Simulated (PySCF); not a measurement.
C4H9O2PSi

Input file:

```
{"job": {"kind": "uv", "xc": "B3LYP", "basis": "def2-SVPD", "nstates": 8, "ntriplets": 3}, "charge": 0, "multiplicity": 1}
C     -2.688408    -0.809820     0.147289
O     -1.314330    -1.114814     0.035160
C     -0.464740    -0.062001     0.399387
C     -0.342691     1.114356    -0.555152
O     -1.133029     1.526503    -1.358260
C      1.117817     1.483509    -0.402561
Si     1.441692    -0.304947     0.214038
P      2.543166    -0.417668     2.157388
H     -3.226130    -1.713327    -0.133320
H     -2.943097    -0.536465     1.179363
H     -2.970473     0.007095    -0.521335
H     -0.721545     0.319771     1.402549
H      1.551852     1.883913    -1.314752
H      1.245102     2.228508     0.382051
H      1.755282    -1.224016    -0.882723
H      2.356393    -1.780675     2.318043
H      3.786140    -0.587891     1.572386
```

Launched as:

```sh
OMP_NUM_THREADS=1 python probes_run.py task.json out
```

Geometry: GFN2-xTB.

These are results of PySCF, B3LYP/def2-SVPD, SCF density, gas phase, not measurements.

Q: What will maps of the electron density and electron localisation function show?

A: C–O (1.20 Å): ρ is about 3.4 e/Å³ halfway; the ELF peaks at about 0.85 between the atoms (a multiple bond).
C–C (1.51 Å): ρ at the midpoint is about 1.7 e/Å³; the ELF peaks at about 0.95 between the atoms: a shared electron pair.
C–H (1.09 Å): ρ at the midpoint is about 2 e/Å³; the ELF climbs to about 1 towards the hydrogen, as it does in any bond to H: a covalent bond by its length.

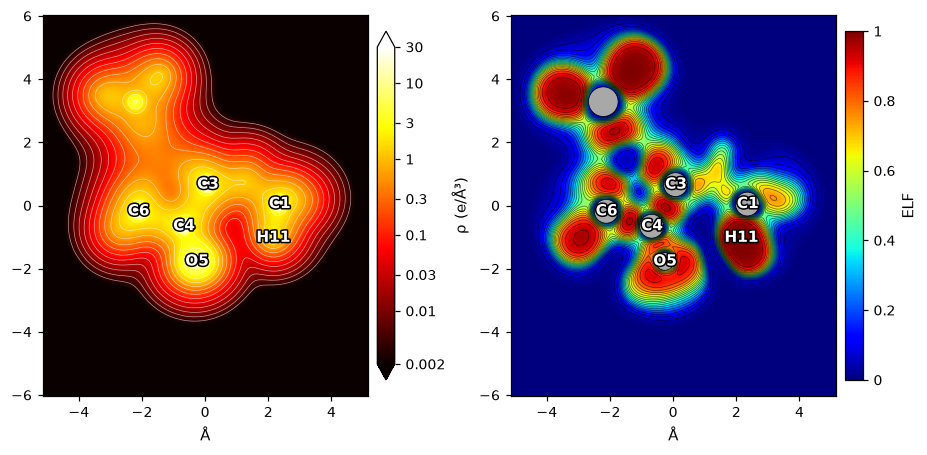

Computed electron density and electron localisation function on the plane of atoms C3, C4 and C6, in this order. Grey discs cover the atomic cores in the ELF map. 
